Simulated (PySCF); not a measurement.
**One shape, several levels: C2F3N (cyanotrifluoromethane)**

We compute a comparison of 5 runs (HF/STO-3G, HF/3-21G, PBE/6-31G, B3LYP/6-31G*) of C2F3N (cyanotrifluoromethane). Input form: a Python script.

The results are computed with PySCF 2.14.0.

**1. The molecule**

The species is C2F3N (6 atoms), meant as a singlet with charge 0. As SMILES, `N#CC(F)(F)F`. Geometry: relaxed at PBE0-D4/def2-TZVP.

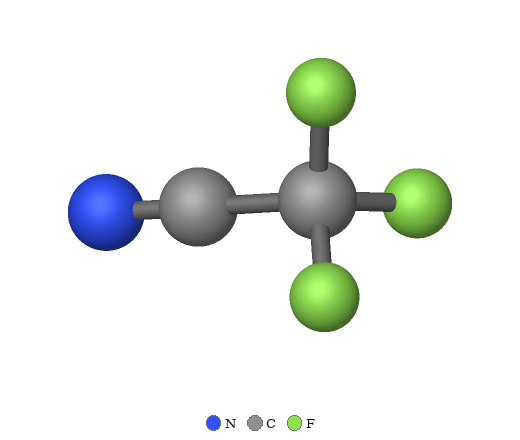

Viewed from a chosen angle; nitrogen blue, carbon grey, fluorine green.

**2. Energy and gradient at HF/STO-3G (run 1)**

File run.py:

```python
import pyscf.grad
from pyscf import gto

mol = gto.Mole()
mol.atom = [
    ('N', (1.022100, -1.705100, 0.893500)),
    ('C', (0.486200, -0.810600, 0.417800)),
    ('C', (-0.206400, 0.345600, -0.197200)),
    ('F', (-1.316000, -0.055800, -0.802300)),
    ('F', (0.581500, 0.927000, -1.091500)),
    ('F', (-0.525200, 1.234800, 0.733600)),
]
mol.charge = 0
mol.basis = 'sto-3g'
mol.max_memory = 1860
mol.spin = 0
mol.verbose = 3
mol.build()

mf = mol.RHF()
mf.conv_tol = 1e-10
mf.kernel()
if not mf.converged:
    mf = mf.newton().run(mf.mo_coeff, mf.mo_occ)

e_tot = mf.e_tot
print(f'total energy: {e_tot:.8f} hartree')
grad = mf.Gradients().kernel()
mf.analyze()
```

Command:

```
$ OMP_NUM_THREADS=1 python run.py
```

The program printed:

```text
converged SCF energy = -422.62613489374
total energy: -422.62613489 hartree
--------------- RHF gradients ---------------
         x                y                z
0 N    -0.0143647692     0.0239812025    -0.0127579142
1 C    -0.0085891667     0.0143308853    -0.0076129732
2 C    -0.0073155094     0.0121467403    -0.0065443746
3 F     0.0527975410     0.0192746103     0.0287694562
4 F    -0.0376018369    -0.0275529350     0.0425024772
5 F     0.0150737413    -0.0421805034    -0.0443566714
----------------------------------------------
**** MO energy ****
MO #1   energy= -26.0217464976553  occ= 2
MO #2   energy= -26.0215127315119  occ= 2
MO #3   energy= -26.0214910822054  occ= 2
MO #4   energy= -15.4159149914193  occ= 2
MO #5   energy= -11.3627473899331  occ= 2
MO #6   energy= -11.1022338877236  occ= 2
MO #7   energy= -1.66732172908987  occ= 2
MO #8   energy= -1.55894795040345  occ= 2
MO #9   energy= -1.55892414420155  occ= 2
MO #10  energy= -1.21259001959603  occ= 2
MO #11  energy= -0.948425590829691 occ= 2
MO #12  energy= -0.78224173776039  occ= 2
MO #13  energy= -0.71914512612292  occ= 2
MO #14  energy= -0.71913862462144  occ= 2
MO #15  energy= -0.563465889575075 occ= 2
MO #16  energy= -0.563458748021467 occ= 2
MO #17  energy= -0.543991497421404 occ= 2
MO #18  energy= -0.524116307971268 occ= 2
MO #19  energy= -0.50896291122321  occ= 2
MO #20  energy= -0.508953876012551 occ= 2
MO #21  energy= -0.472157989923002 occ= 2
MO #22  energy= -0.46154067827215  occ= 2
MO #23  energy= -0.461538400083344 occ= 2
MO #24  energy= 0.300622528665709  occ= 0
MO #25  energy= 0.300625504748322  occ= 0
MO #26  energy= 0.506635028823199  occ= 0
MO #27  energy= 0.623837196031812  occ= 0
MO #28  energy= 0.623873100395273  occ= 0
MO #29  energy= 0.627642272893817  occ= 0
MO #30  energy= 1.29653745483679   occ= 0
 ** Mulliken atomic charges  **
charge of    0N =     -0.06857
charge of    1C =     -0.03379
charge of    2C =      0.39661
charge of    3F =     -0.09807
charge of    4F =     -0.09807
charge of    5F =     -0.09809
Dipole moment(X, Y, Z, Debye): -0.65876,  1.09961, -0.58498
```

Run time: 3.6 s. Hardware: 1 thread of Intel Xeon at 2.50GHz (Skylake/Cascade Lake), shared host; peak memory 0.12 GiB.

**3. Energy and forces at HF/3-21G (run 2)**

File input.py:

```python
from pyscf import gto

mol = gto.M(
    atom='''
N      1.931489    -3.222172     1.688470
C      0.918785    -1.531812     0.789528
C     -0.390039     0.653089    -0.372654
F     -2.486880    -0.105447    -1.516127
F      1.098876     1.751776    -2.062636
F     -0.992484     2.333434     1.386303
''',
    verbose=4,
    unit='bohr',
    spin=0,
    max_memory=1860,
    basis='3-21g',
)

mf = mol.RHF()
mf.conv_tol = 1e-10
mf.kernel()
if not mf.converged:
    mf = mf.newton().run(mf.mo_coeff, mf.mo_occ)

e_tot = mf.e_tot
print('Final energy', e_tot)
grad = mf.nuc_grad_method().kernel()
mf.analyze()
```

Command:

```
$ OMP_NUM_THREADS=1 python input.py
```

The program printed:

```text
PySCF version 2.14.0

[... 61 lines left out ...]
Final energy -426.1440842097672
[... 18 lines left out ...]
DFT Exchange-Correlation Energy =      -47.033662890116943
[... 7 lines left out ...]
MO #6   energy= -11.2800289021573  occ= 2
[... 5 lines left out ...]
MO #12  energy= -0.911578720815697 occ= 2
[... 5 lines left out ...]
MO #18  energy= -0.689852312098564 occ= 2
[... 5 lines left out ...]
MO #24  energy= 0.141892559885643  occ= 0
[... 5 lines left out ...]
MO #30  energy= 0.621553656104508  occ= 0
[... 5 lines left out ...]
MO #36  energy= 1.0905723787875    occ= 0
[... 5 lines left out ...]
MO #42  energy= 2.14919678430665   occ= 0
[... 5 lines left out ...]
MO #48  energy= 2.47287313281221   occ= 0
[... 5 lines left out ...]
MO #54  energy= 4.74054780422254   occ= 0
[... 24 lines left out ...]
pop of  2 C 2py           0.80516
pop of  2 C 2pz           0.70995
pop of  2 C 3px           0.02456
pop of  2 C 3py           0.02513
pop of  2 C 3pz           0.02449
pop of  3 F 1s            1.99983
pop of  3 F 2s            1.83814
pop of  3 F 3s            0.00292
pop of  3 F 2px           1.64646
pop of  3 F 2py           1.91268
pop of  3 F 2pz           1.85045
pop of  3 F 3px           0.00087
pop of  3 F 3py           0.00103
pop of  3 F 3pz           0.00090
pop of  4 F 1s            1.99983
pop of  4 F 2s            1.83816
pop of  4 F 3s            0.00292
pop of  4 F 2px           1.80058
pop of  4 F 2py           1.86097
pop of  4 F 2pz           1.74803
pop of  4 F 3px           0.00063
pop of  4 F 3py           0.00130
pop of  4 F 3pz           0.00086
pop of  5 F 1s            1.99983
pop of  5 F 2s            1.83818
pop of  5 F 3s            0.00292
pop of  5 F 2px           1.91405
pop of  5 F 2py           1.75249
pop of  5 F 2pz           1.74305
pop of  5 F 3px           0.00094
pop of  5 F 3py           0.00131
pop of  5 F 3pz           0.00054
 ** Mulliken atomic charges  **
charge of    0N =     -0.07436
charge of    1C =      0.01836
charge of    2C =      0.81588
charge of    3F =     -0.25328
charge of    4F =     -0.25329
charge of    5F =     -0.25331
Dipole moment(X, Y, Z, Debye): -0.36884,  0.61558, -0.32769
```

Wall time 3.9 s (1 thread of Intel Xeon at 2.50GHz (Skylake/Cascade Lake), shared host); peak memory 0.13 GiB.

Runs 3 to 4 aren't shown in full; the table further down has their settings and results.

**4. Energy and gradient at B3LYP/6-31G(d) (Cartesian functions) (run 5)**

File run.py:

```python
# N#CC(F)(F)F
from pyscf import gto, dft

mol = gto.M(
    atom='''
N      1.022100    -1.705100     0.893500
C      0.486200    -0.810600     0.417800
C     -0.206400     0.345600    -0.197200
F     -1.316000    -0.055800    -0.802300
F      0.581500     0.927000    -1.091500
F     -0.525200     1.234800     0.733600
''',
    cart=True,
    spin=0,
    max_memory=1860,
    basis='6-31g*',
    verbose=3,
)

mf = dft.RKS(mol)
mf.xc = 'b3lyp'
mf.conv_tol = 1e-10
mf.grids.level = 5
mf.kernel()
if not mf.converged:
    mf = mf.newton().run(mf.mo_coeff, mf.mo_occ)

e_tot = mf.e_tot
print(f'total energy: {e_tot:.8f} hartree')
grad = mf.nuc_grad_method().kernel()
mf.analyze()
```

Command:

```
$ OMP_NUM_THREADS=1 python run.py
```

The program printed:

```text
converged SCF energy = -430.445782250592
[... 12 lines left out ...]
MO #2   energy= -24.7697019498249  occ= 2
[... 7 lines left out ...]
MO #10  energy= -0.955326628305017 occ= 2
[... 7 lines left out ...]
MO #18  energy= -0.467688356866507 occ= 2
[... 7 lines left out ...]
MO #26  energy= 0.118016792410997  occ= 0
[... 7 lines left out ...]
MO #34  energy= 0.592397797458591  occ= 0
[... 7 lines left out ...]
MO #42  energy= 1.02383369471964   occ= 0
[... 7 lines left out ...]
MO #50  energy= 1.33831511451424   occ= 0
[... 7 lines left out ...]
MO #58  energy= 1.65895912202941   occ= 0
[... 7 lines left out ...]
MO #66  energy= 1.95752777854481   occ= 0
[... 7 lines left out ...]
MO #74  energy= 2.3323227339305    occ= 0
[... 7 lines left out ...]
MO #82  energy= 3.0219348608336    occ= 0
[... 7 lines left out ...]
MO #90  energy= 5.48219433014853   occ= 0
[... 7 lines left out ...]
Dipole moment(X, Y, Z, Debye): -0.69011,  1.15178, -0.61286
```

Run time: 55 s. Hardware: 1 thread of Intel Xeon at 2.50GHz (Skylake/Cascade Lake), shared host; peak memory 0.88 GiB.

**5. Overview of the runs**

```
run                               level  integration grid  Cartesian functions  energy (Eh)  dipole moment (D)  HOMO energy (eV)  LUMO energy (eV)  wall time
  1                           HF/STO-3G                 –                   no  -422.626135               1.41            -12.56              8.18      3.6 s
  2                            HF/3-21G                 –                   no  -426.144084               0.79            -14.68              3.86      3.9 s
  3                           PBE/6-31G                 5                   no  -429.904502               1.10             -9.33             -1.77       29 s
  4  B3LYP/6-31G* (spherical functions)                 5                   no  -430.440087               1.47            -10.48             -0.59       51 s
  5  B3LYP/6-31G* (Cartesian functions)                 5                  yes  -430.445782               1.48            -10.48             -0.60       55 s
```

**6. Summary of results**

| quantity | value |
| --- | --- |
| run 5: total energy | -430.44578 Eh |
| run 5: dipole moment | 1.48 D |
| run 5: HOMO energy | -10.48 eV |
| run 5: LUMO energy | -0.60 eV |
| run 5: HOMO–LUMO gap | 9.88 eV |
| run 5: largest force on an atom | 1.497 eV/Å |

In words: The dipole moment (its size) runs from 0.79 D (HF/3-21G) to 1.48 D (B3LYP/6-31G*). The two ends differ in method and basis. The HOMO–LUMO gap runs from 7.56 eV (PBE/6-31G) to 20.74 eV (HF/STO-3G). Totals of different functionals can't be ranked against each other. In run 1 the basis is minimal, so the values are rough. All runs together took 2.4 min, the longest 55 s.
